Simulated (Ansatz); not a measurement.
# CHBSi: what the fields show

| atom | x (Å) | y (Å) | z (Å) |
| --- | --- | --- | --- |
| C | 0.0000 | 0.0000 | -0.5638 |
| B | 0.0000 | 0.0000 | 0.8185 |
| Si | 0.0000 | 0.0000 | -2.2674 |
| H | 0.0000 | 0.0000 | 2.0128 |

Geometry: PBE-D3(BJ)/def2-SVP.

All numbers below come from isolated molecule in a Gaussian basis; Kohn-Sham density functional theory, functional PBE0 (Ansatz 0.2.0).

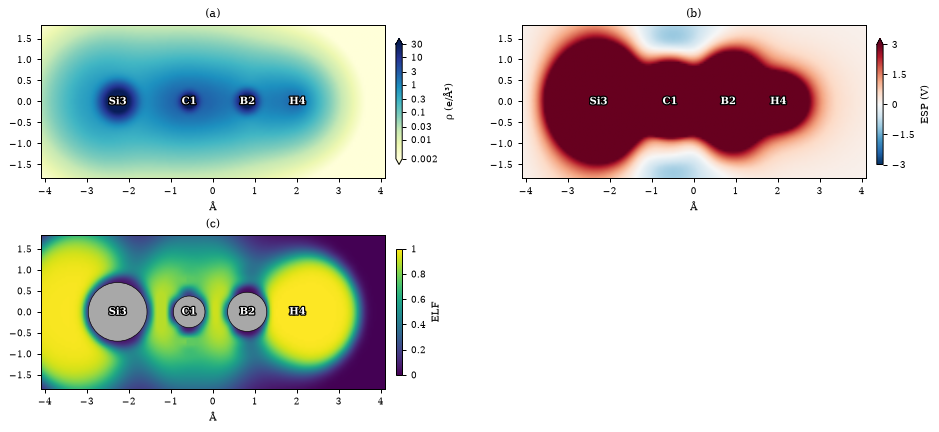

Figure 1. (a) electron density; (b) molecular electrostatic potential; (c) electron localisation function on a plane that holds the molecular axis. Grey discs cover the atomic cores in the ELF map.

What do the fields say about this system?

Atoms in the plane: C, B, Si and H. C–B (1.38 Å): ρ at the midpoint is about 1.9 e/Å³; the ELF peaks at about 0.95 between the atoms: a covalent bond. C–Si (1.70 Å): the density is about 1.2 e/Å³ at the midpoint; the ELF peaks at about 0.90 between the atoms: a covalent bond. B–H (1.19 Å): ρ is about 1.3 e/Å³ halfway; the ELF climbs to about 1 towards the hydrogen, as it does in any bond to H; an ordinary covalent bond to hydrogen. The ELF also peaks beside Si3, away from the bonds: lone-pair regions. Outside the dense part of the molecule the potential is most negative (−1.1 V) near C1.

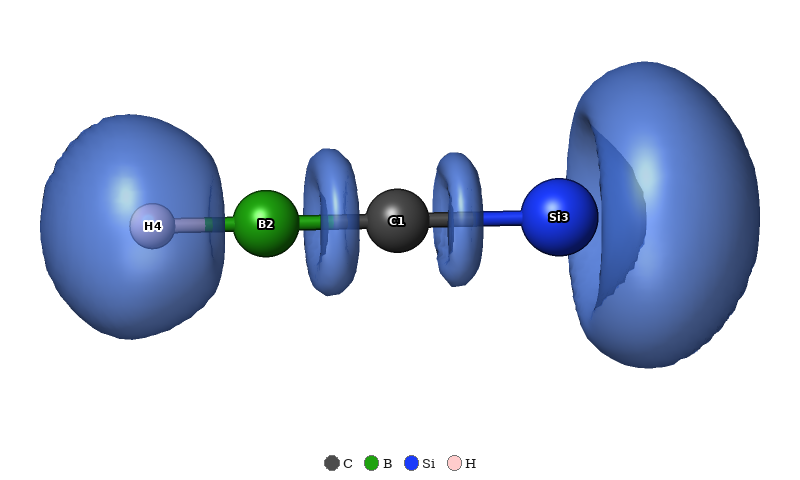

Figure 2. Isosurface of the electron localisation function at 0.85 (blue), seen from one side. Only the valence region is drawn (cores and ρ < 0.01 e/Å³ removed).

Where are the electrons localised?

At this value the surface marks out one region between bonded B–C atoms (shared pairs), one region between bonded C–Si atoms (shared pairs), one region around a hydrogen nucleus and one lobe on Si, pointing away from the bonds (lone pairs).

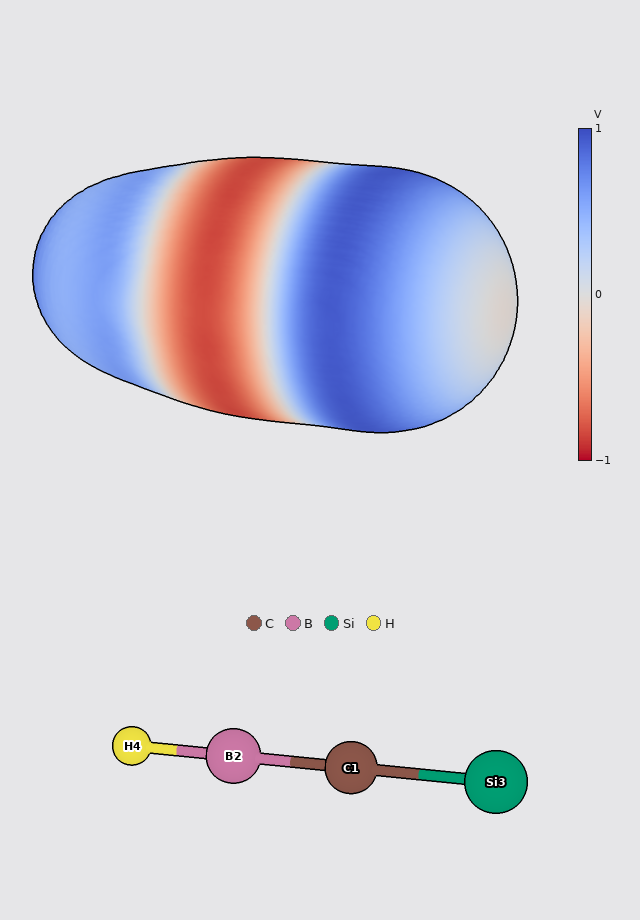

Figure 3. The molecular electrostatic potential painted on the density surface at 0.002 e/bohr³, seen at a tilt; red is negative and blue positive. The bare structure is drawn below in the same view.

Describe the electrostatic potential map.

The most negative region (about −0.9 V) lies over C1, the most positive (about +0.9 V) over Si3.
